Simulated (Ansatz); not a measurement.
# Eu2Dy: relaxing a made-up structure

This structure for Eu2Dy is made up. Its elements were placed in a known structure type with a cell scaled to their sizes. What cell does the guess relax to, and how far off was it?

Method: DFT, PBE, plane-wave PAW, default files, scalar-relativistic, ferromagnetic start, cell and ions relaxed at zero pressure, in Ansatz 0.2.0.

In doubt: a part-filled 4f shell, where there is one, can sit in one of many states, so energies may not be the lowest and differences between runs may mislead; derivatives with an open 4f shell can jump between states, which bears on forces and vibrations.

## 1. Starting point

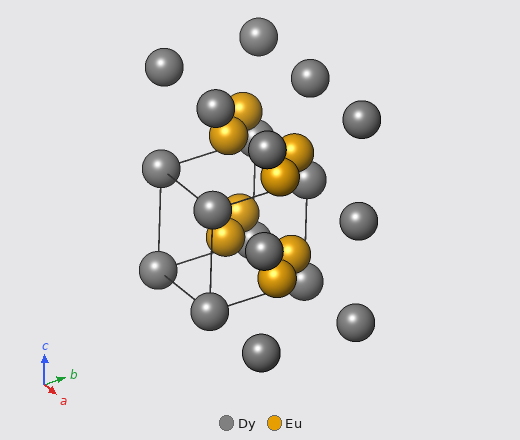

The starting structure, seen slightly off an axis (dysprosium grey, europium orange). 2×1×2 cells are drawn. Some periodic images of atoms are drawn too.

## 2. Relaxing cell and atoms

The guess takes its coordinates from another compound and its volume from a rule, so the cell and any free coordinates are relaxed together.

Input file input.yaml:

```yaml
crystal:
  lattice:
    - [5.521, 0.0, 0.0]
    - [-2.7605, 4.781326254, 0.0]
    - [0.0, 0.0, 3.952]
  atoms:
    - { symbol: Dy, position: [0.0, 0.0, 0.0], spin: 5.0 }
    - { symbol: Eu, position: [0.666666667, 0.333333333, 0.5], spin: 7.0 }
    - { symbol: Eu, position: [0.333333333, 0.666666667, 0.5], spin: 7.0 }
magnetization:
  spin_polarized: true
kpoints:
  mp_grid: { grid: [6, 6, 7] }
scf:
  occupations: { method: fermi_dirac, width: 0.05 }
hamiltonian:
  xc: pbe
  pseudopotentials: { kind: paw }
relax:
  f_tol: 0.015
  max_steps: 70
  cell: {}
output:
  forces: true
  stress: true
```

Started as:

```
$ ansatz run input.yaml --threads 4 --pin off --max-ram 10240MiB --backend cpu --events-out ev --progress --plain --runs-dir out
```

Numbers of over 12 decimals in the logs are rounded to 6 here.

Log:

```text
Engine: ansatz 0.2.0, x86_64-unknown-linux-gnu
Pseudopotentials: kind: paw
Pseudopotential: Dy, paw, valence charge 20, recommended cutoff 420 eV (normal), Dy.paw.azcp
Pseudopotential: Eu, paw, valence charge 17, recommended cutoff 420 eV (normal), Eu.paw.azcp
Functional definition: PBE
  parameter kappa = 0.804
  parameter beta = 0.066725
  exchange = pbe_x(kappa = kappa, mu = beta*pi^2/3)
  correlation = pbe_c(beta = beta)
Crystal: 3 atoms, lattice volume = 104.324 Å³
Basis set: ecut = 420 eV, 2047 PW (Γ), exchange–correlation on 80×80×54 points (8 copies of the dense FFT grid, shifted against one another)
Bands: 44, of which v1, the nominal top of the filled ones, is band 27 counted from 1 (26 counted from 0)
Symmetry: 24 space group operations
Space group: P6/mmm (ITA 191), of the structure as read, at distance tolerance 4.7e-5 Å
Magnetic group: BNS 191.233 (UNI 1463), of the structure as read, at distance tolerance 4.7e-5 Å
k-points: 28 of 252
Non-local potential: Dy, projectors of the file, l = 0: 3, l = 1: 2, l = 2: 2, l = 3: 3
Non-local potential: Eu, projectors of the file, l = 0: 3, l = 1: 2, l = 2: 2, l = 3: 3
PAW form: soft (Blöchl's): semilocal exchange-correlation on the pseudo side does not see the compensation charge
PAW one-centre angular grid: Dy, 590 points (default); XC on 64 Gauss nodes
PAW one-centre angular grid: Eu, 590 points (default); XC on 64 Gauss nodes
Initial density: superposition of atomic densities (chi_scale 0.1, normalization cell)
Starting moments: Σ|m| = 19 μB on 3 of 3 sites
Initial wavefunctions: pseudopotential atomic-orbital guess
Functional: x = pbe(κ = 0.804, μ = 0.219515), c = pbe(β = 0.066725)
iter 1 solved again at ethr=2.42e-3 eV; its pass at ethr=3.10e-3 eV (dr2=1.31e0 eV) is discarded
SCF iter   1: F=—  HF=-28135.885560 eV  |F-HF|=—  |Δ(HF+E_count)|=         —  Δρ=3.34e-2 (↑3.34e-2 ↓2.54e-2)  dr2=1.31e0  dr2_m=6.47e-1  M=19.517 μB ∫|m|=19.517 μB  β_m=0.30  ethr=2.42e-3  ⟨swp⟩=1.0  Hψ=10743  notcnv=0
Mixer restart at iter 1: flushing history
preconditioner: auto → Kerker (q_TF=auto, 2.445 Å⁻¹)  [metal: Δε(μ)=0.008 eV  Ē_g=11.068 eV  σ=0.050 eV  W_gap=0.04  n_scr=26 (ndim 8)  ℏωp=25.2 eV  f_vac=0.000  D(μ)=24.63/eV (n_scr^D=464)]
spin=Collinear: Kerker preconditioning applied to the charge; magnetization (m = ρ↑ − ρ↓) channel mixes plain (no charge-response kernel on spin).
SCF iter   2: F=—  HF=-28136.517165 eV  |F-HF|=—  |Δ(HF+E_count)|=   6.32e-1  Δρ=2.18e-2 (↑2.18e-2 ↓1.80e-2)  dr2=5.81e-1  dr2_m=3.02e-1  M=19.572 μB ∫|m|=19.572 μB  β_m=0.58  ethr=2.42e-3  ⟨swp⟩=3.1  Hψ=4765  notcnv=0  defer=3
SCF iter   3: F=—  HF=-28137.456361 eV  |F-HF|=—  |Δ(HF+E_count)|=   9.39e-1  Δρ=1.46e-2 (↑1.46e-2 ↓7.23e-3)  dr2=3.79e-1  dr2_m=6.30e-2  M=19.868 μB ∫|m|=19.868 μB  β_m=0.57  ethr=1.08e-3  ⟨swp⟩=3.5  Hψ=5224  notcnv=0  defer=57
SCF iter   4: F=—  HF=-28137.653624 eV  |F-HF|=—  |Δ(HF+E_count)|=   1.97e-1  Δρ=6.07e-3 (↑6.07e-3 ↓4.40e-3)  dr2=7.39e-2  dr2_m=8.44e-3  M=20.021 μB ∫|m|=20.021 μB  β_m=0.65  ethr=7.03e-4  ⟨swp⟩=4.1  Hψ=6260  notcnv=0  defer=88
SCF iter   5: F=—  HF=-28137.720164 eV  |F-HF|=—  |Δ(HF+E_count)|=   6.65e-2  Δρ=4.58e-3 (↑4.58e-3 ↓1.62e-3)  dr2=4.11e-2  dr2_m=4.01e-3  M=20.058 μB ∫|m|=20.059 μB  β_m=0.82  ethr=1.37e-4  ⟨swp⟩=3.0  Hψ=5501  notcnv=0  defer=124
SCF iter   6: F=—  HF=-28137.765907 eV  |F-HF|=—  |Δ(HF+E_count)|=   4.57e-2  Δρ=2.98e-3 (↑2.98e-3 ↓2.34e-3)  dr2=1.54e-2  dr2_m=3.19e-3  M=20.144 μB ∫|m|=20.144 μB  β_m=0.76  ethr=7.62e-5  ⟨swp⟩=3.4  Hψ=5555  notcnv=0  defer=122
SCF iter   7: F=—  HF=-28137.777047 eV  |F-HF|=—  |Δ(HF+E_count)|=   1.11e-2  Δρ=1.69e-3 (↑5.07e-4 ↓1.69e-3)  dr2=4.24e-3  dr2_m=7.18e-4  M=20.183 μB ∫|m|=20.183 μB  β_m=0.88  ethr=2.86e-5  ⟨swp⟩=3.0  Hψ=5406  notcnv=0  defer=128
SCF iter   8: F=—  HF=-28137.779572 eV  |F-HF|=—  |Δ(HF+E_count)|=   2.53e-3  Δρ=5.61e-4 (↑5.61e-4 ↓2.16e-4)  dr2=2.47e-4  dr2_m=1.05e-4  M=20.210 μB ∫|m|=20.210 μB  β_m=0.92  ethr=7.85e-6  ⟨swp⟩=2.3  Hψ=4792  notcnv=0  defer=132
SCF iter   9: F=—  HF=-28137.779867 eV  |F-HF|=—  |Δ(HF+E_count)|=   2.94e-4  Δρ=1.10e-4 (↑7.25e-5 ↓1.10e-4)  dr2=1.19e-5  dr2_m=5.80e-6  M=20.229 μB ∫|m|=20.230 μB  β_m=0.96  ethr=4.58e-7  ⟨swp⟩=2.4  Hψ=4972  notcnv=0  defer=143
SCF iter  10: F=—  HF=-28137.785094 eV  |F-HF|=—  |Δ(HF+E_count)|=   5.23e-3  Δρ=5.75e-5 (↑5.75e-5 ↓4.31e-5)  dr2=2.82e-6  dr2_m=1.71e-6  M=20.239 μB ∫|m|=20.239 μB  β_m=0.98  ethr=2.21e-8  ⟨swp⟩=2.6  Hψ=4319  notcnv=0  defer=143
SCF iter  11: F=—  HF=-28154.143135 eV  |F-HF|=—  |Δ(HF+E_count)|=         —  Δρ=4.59e-1 (↑4.59e-1 ↓4.52e-1)  dr2=3.66e-2  dr2_m=1.98e2  M=11.348 μB ∫|m|=19.691 μB  β_m=1.00  ethr=5.22e-9  ⟨swp⟩=2.4  Hψ=3880  notcnv=0  defer=143
Mixer restart at iter 11: flushing history
SCF iter  12: F=—  HF=-28138.175661 eV  |F-HF|=—  |Δ(HF+E_count)|=    1.60e1  Δρ=2.63e-2 (↑4.84e-3 ↓2.63e-2)  dr2=6.59e-1  dr2_m=1.33e-1  M=11.066 μB ∫|m|=19.799 μB  β_m=0.98  ethr=9.26e-5  ⟨swp⟩=6.7  Hψ=9439  notcnv=0  defer=144
SCF iter  13: F=—  HF=-28139.333927 eV  |F-HF|=—  |Δ(HF+E_count)|=    1.16e0  Δρ=3.13e-2 (↑3.13e-2 ↓2.89e-2)  dr2=2.93e0  dr2_m=6.29e-3  M=10.986 μB ∫|m|=19.945 μB  β_m=0.58  ethr=9.26e-5  ⟨swp⟩=6.4  Hψ=9722  notcnv=0  defer=159  recentre
[...]
SCF iter  27: F=—  HF=-28137.785114 eV  |F-HF|=—  |Δ(HF+E_count)|=   5.24e-7  Δρ=5.79e-6 (↑3.37e-6 ↓5.79e-6)  dr2=7.66e-8  dr2_m=9.63e-9  M=20.251 μB ∫|m|=20.251 μB  β_m=0.68  ethr=6.27e-10  ⟨swp⟩=2.2  Hψ=4059  notcnv=0  defer=137
SCF iter  28: F=—  HF=-28137.785115 eV  |F-HF|=—  |Δ(HF+E_count)|=   9.40e-8  Δρ=3.31e-6 (↑3.31e-6 ↓1.49e-6)  dr2=1.78e-8  dr2_m=2.66e-9  M=20.252 μB ∫|m|=20.252 μB  β_m=0.74  ethr=1.42e-10  ⟨swp⟩=2.6  Hψ=4119  notcnv=0  defer=137
SCF iter  29: F=—  HF=-28137.785115 eV  |F-HF|=—  |Δ(HF+E_count)|=   6.84e-9  Δρ=1.18e-6 (↑7.65e-7 ↓1.18e-6)  dr2=4.36e-9  dr2_m=2.15e-10  M=20.252 μB ∫|m|=20.252 μB  β_m=0.81  ethr=3.29e-11  ⟨swp⟩=2.1  Hψ=3595  notcnv=0  defer=137
SCF iter  30: F=—  HF=-28137.785115 eV  |F-HF|=—  |Δ(HF+E_count)|=   2.95e-9  Δρ=5.22e-7 (↑5.22e-7 ↓5.03e-7)  dr2=8.49e-10  dr2_m=8.67e-11  M=20.252 μB ∫|m|=20.252 μB  β_m=0.91  ethr=8.07e-12  ⟨swp⟩=2.1  Hψ=3871  notcnv=0  defer=137
SCF iter  31: F=-28137.785115 eV  HF=-28137.785115 eV  |F-HF|=6.60e-8  |Δ(HF+E_count)|=   1.71e-9  Δρ=7.86e-6 (↑9.03e-7 ↓7.86e-6)  dr2=6.33e-8  dr2_m=1.50e-8  M=20.252 μB ∫|m|=20.252 μB  ethr=1.57e-12  ⟨swp⟩=1.2  Hψ=6679  notcnv=0
SCF 1 converged in 31 iterations: F = -28137.785115 eV  dr2 = 6.33e-8
  greatest PAW one-centre occupation: 1.001 electrons in one spin orbital (limit 2), on the Eu atom at site 2 (counted from 0), in its partial waves of l = 0
relax step   1: F+E_penalty+E_count = -28137.78511454 eV  Δ(F+E_penalty+E_count) = +0.000e0 eV  max|allowed force component| = 3.778e-17 eV/Å  Δτ_max = 0.0000 Å  P = +2.542 GPa  Ω = 104.324 Å³  (31 SCF iters, dr2 threshold 1.00e-7 eV, accepted)
[...]
relax step   2: F+E_penalty+E_count = -28138.04765268 eV  Δ(F+E_penalty+E_count) = -2.625e-1 eV  max|allowed force component| = 5.551e-17 eV/Å  Δτ_max = 0.0000 Å  P = +1.240 GPa  Ω = 109.864 Å³  energy of the carried Pulay correction = -1.771e-3 eV  (12 SCF iters, dr2 threshold 3.00e-7 eV, accepted)
[...]
relax step   3: F+E_penalty+E_count = -28138.11465979 eV  Δ(F+E_penalty+E_count) = -6.701e-2 eV  max|allowed force component| = 1.503e-17 eV/Å  Δτ_max = 0.0000 Å  P = +0.290 GPa  Ω = 114.704 Å³  energy of the carried Pulay correction = -3.202e-3 eV  (12 SCF iters, dr2 threshold 3.00e-7 eV, accepted)
[...]
relax step   4: F+E_penalty+E_count = -28138.11594438 eV  Δ(F+E_penalty+E_count) = -1.285e-3 eV  max|allowed force component| = 9.252e-18 eV/Å  Δτ_max = 0.0000 Å  P = +0.057 GPa  Ω = 116.308 Å³  energy of the carried Pulay correction = -3.672e-3 eV  (11 SCF iters, dr2 threshold 2.54e-7 eV, accepted)
[...]
relax step   5: F+E_penalty+E_count = -28138.11591449 eV  Δ(F+E_penalty+E_count) = +2.989e-5 eV  max|allowed force component| = 1.850e-17 eV/Å  Δτ_max = 0.0000 Å  P = +0.004 GPa  Ω = 116.695 Å³  energy of the carried Pulay correction = -3.784e-3 eV  (11 SCF iters, dr2 threshold 1.45e-8 eV, accepted)
[...]
relax step   6: F+E_penalty+E_count = -28138.11943205 eV  Δ(F+E_penalty+E_count) = -3.518e-3 eV  max|allowed force component| = 1.793e-17 eV/Å  Δτ_max = 0.0000 Å  P = +0.030 GPa  Ω = 116.695 Å³  stress off target by 4.13e-2 GPa  SCF on the basis re-selected at this cell (its energy is not comparable with the rows above)  (25 SCF iters)
basis re-selected at this cell: Δ(F+E_penalty+E_count) = -3.518e-3 eV, ΔP = +0.026 GPa vs the last step (what re-selecting the basis moved, of the pressure what is left beyond the Pulay correction that the steps carried, after the strain that the cell walked since its last selection, with what the two solves' SCF thresholds leave and, on support functions, any second-order correction that the steps lacked; it is no measure of the basis error at this ecutwfc). The dense FFT grid was sized anew with the basis: this SCF ran on 45×45×25 points, the steps before it on 40×40×27, so part of this shift can come from that change (see relax.cell in the input reference). [rest of the remark cut]
SCF converged after 25 iterations
Magnetization: 20.1184 μB (37.0592 up, 16.9408 down)
Absolute magnetization: 20.1187 μB (∫|ρ↑−ρ↓|, with the PAW one-centre terms)
Spin contamination: 0.0274 ħ² per cell (⟨S²⟩ above its minimum at these occupations)
Per-site moments (μB) at R_I (Å): [(4.823854, 1.522606), (7.048867, 1.438940), (7.048867, 1.438940)]
Free energy (F): -28138.119432 eV
Harris-Foulkes:  -28138.119432 eV  (|F-HF|=1.46e-11)
Internal energy: -28138.027337 eV  (E = F + TS)
E sigma→0 (E₀):  -28138.073385 eV
Entropy (-TS):   -0.092095 eV (-30.698 meV/atom)
Fermi energy:    9.869356 eV
--- Per-component energies (eV) ---
  E_band       = -117.046624
  E_kinetic    = 1065.330841
  E_local      = -7948.314519  (includes V_loc(G=0)·N_el)
  E_nonlocal   = 1728.736858
  E_hartree    = 3218.209792
  E_xc         = -535.085310
  E_vxc        = -612.873419  (∫ρ·V_xc dr)
  E_paw        = -19689.734020  (= ΣΔE_a)
  E_vpaw       = -786.346180  (= ΣTr[D̂ρ^β])
  E_aug_tail   = -0.000003  (compensation charges beyond the density's cutoff)
  E_ewald      = -5977.170974
  E_smearing   = -0.092095  (= −TS)
  E_closure    = -0.000000  (closes the sum)
  Σ components = -28138.119432   (vs F -28138.119432, Δ=0.00e0)
--- Forces (eV/Å), atoms counted from 1 ---
  atom   1  Dy    -0.00000000    -0.00000000     0.00000000
  atom   2  Eu    -0.00000000     0.00000000     0.00000000
  atom   3  Eu     0.00000000    -0.00000000     0.00000000
  max |Σ_I F_I| component: 2.10e-30 eV/Å
--- Stress (GPa, compression-positive) ---
        0.041260       0.000000       0.000000
        0.000000       0.041260       0.000000
        0.000000       0.000000       0.007413
  P = ⅓ Tr σ = 0.0300 GPa (0.300 kbar)
--- Relaxed structure (5 steps of the walk, 5 accepted, 1 SCFs on fresh bases) ---
  F+E_penalty+E_count = -28138.11943205 eV   max|allowed force component| = 1.793e-17 eV/Å   (the final SCF, on the basis selected at the relaxed cell)
  cell:  # Å, volume = 116.6951 Å³
    - [6.041980, 0.0, 0.0]
    - [-3.020990, 5.232508, 2.5093334004755864e-18]
    - [0.0, 2.0740867850376037e-18, 3.691167]
  atoms:
    - { symbol: Dy, position: [0, 0, 0] }
    - { symbol: Eu, position: [0.666667, 0.333333, 0.5] }
    - { symbol: Eu, position: [0.333333, 0.666667, 0.5] }
```

The job ended after 35 s (4 threads of Intel Xeon 6975P-C (Granite Rapids), shared host; peak memory 0.75 GiB; 2 min of CPU time).

Relaxation path:

```tsv
step	energy less that of the first step (eV)	largest force component (eV/Å)	pressure (GPa)	volume (Å³)
1	0.0000	0.0000	2.54	104.32
2	-0.2625	0.0000	1.24	109.86
3	-0.3295	0.0000	0.29	114.70
4	-0.3308	0.0000	0.06	116.31
5	-0.3308	0.0000	0.00	116.70
6*	-0.3343	0.0000	0.03	116.70
```

Relaxation steps marked * repeat the geometry before them on a plane-wave basis chosen anew for their cell, so energy and pressure can jump there.

Forces are held to the 24 operations that the run works with; a distortion that breaks them can't arise in this run.

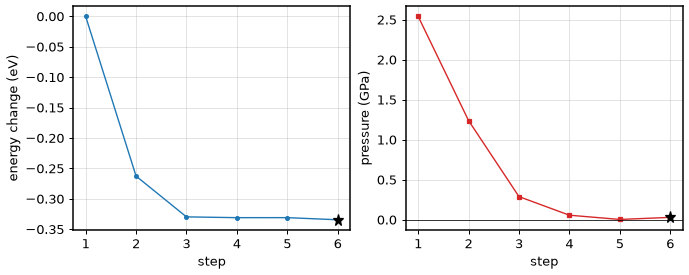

Energy and pressure along the relaxation. Stars mark steps on a basis chosen anew.

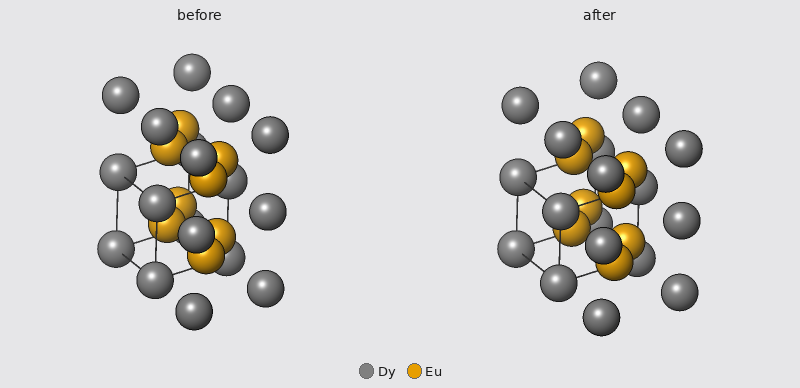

The structure before and after the relaxation, drawn at the same scale.

```tsv
conventional cell, symmetrised	before	after	change
a (Å)	5.521	6.042	+9.4 %
b (Å)	5.521	6.042	+9.4 %
c (Å)	3.952	3.691	-6.6 %
volume (Å³/atom)	34.77	38.90	+11.9 %
```

Final coordinates:

```xyz
3
Lattice="6.0420 0.0000 0.0000 -3.0210 5.2325 0.0000 0.0000 0.0000 3.6912" Properties=species:S:1:pos:R:3 pbc="T T T"
Dy    0.0000    0.0000    0.0000
Eu    3.0210    1.7442    1.8456
Eu    0.0000    3.4883    1.8456
```

Numbers from this step:

* free energy: -28138.1194 eV
* energy at zero smearing: -28138.0734 eV
* smearing term TS: 0.09210 eV
* Fermi energy: 9.869 eV
* magnetization: 20.12 μB
* absolute magnetization: 20.12 μB
* site moments: 4.824, 7.049, 7.049 μB
* electrons: 54
* symmetry operations: 24
* pressure: 0.02998 GPa

Site moment by atom:

```tsv
atom	site moment (μB)
Dy1	4.82
Eu2	7.05
Eu3	7.05
```

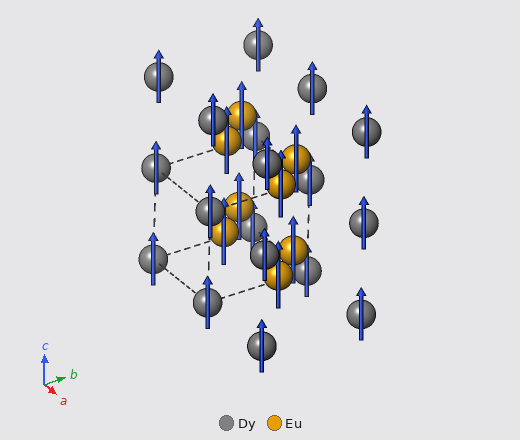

Site moment as arrows, the longest 7.05 μB. Up and down stand for the sign. Arrows give size and sign along the axis of quantisation, drawn up and down the page. 2×1×2 cells are drawn. Some periodic images of atoms are drawn too.

The shortest distance of each pair, which need not be the same contact before and after:

```tsv
pair	guess (Å)	relaxed (Å)
Eu–Eu	3.188	3.488
Dy–Dy	3.952	3.691
Dy–Eu	3.750	3.946
```

The relaxation ends with a pressure of 0.03 GPa.

## 3. Summary of results

| Quantity | Value |
| --- | --- |
| space group, relaxed | P6/mmm |
| conventional cell | a = 6.042, b = 6.042, c = 3.691 Å; α = 90.0°, β = 90.0°, γ = 120.0° |
| volume per atom | 38.90 Å³ (guess 34.77) |
| total moment | 20.12 μB in the cell of 3 atoms |

In words: Eu2Dy relaxes to P6/mmm with a = 6.042, b = 6.042 and c = 3.691 Å. The guessed volume was 11 % too small. The space group P6/mmm was held in the relaxation, so the end point is a stationary structure within it and may be a saddle against distortions or other arrangements. The input starts from parallel moments, and no other start was typed. The f shell may be open and has no Hubbard U, so its place in energy and the volume are uncertain. The electronic state may lie above the lowest one. Mesh and cutoff weren't tested. A vector of the cell changed its length by 9 %, more than the volume shows. Spin-orbit coupling is left out, which can matter for elements this heavy. No dispersion term is used, so weakly bound directions may come out too long. Nothing here tests whether the compound is stable against decomposition.

[Logs are printed without paths, hosts, clocks, repeated set-up lines and the standing remarks that a program may print on its own settings, such as how far it seeks lower states.]

[Hosts, paths, dates, database ids (printed as entryN), source tags and the programs' standing remarks are cut or masked in the printed files.]
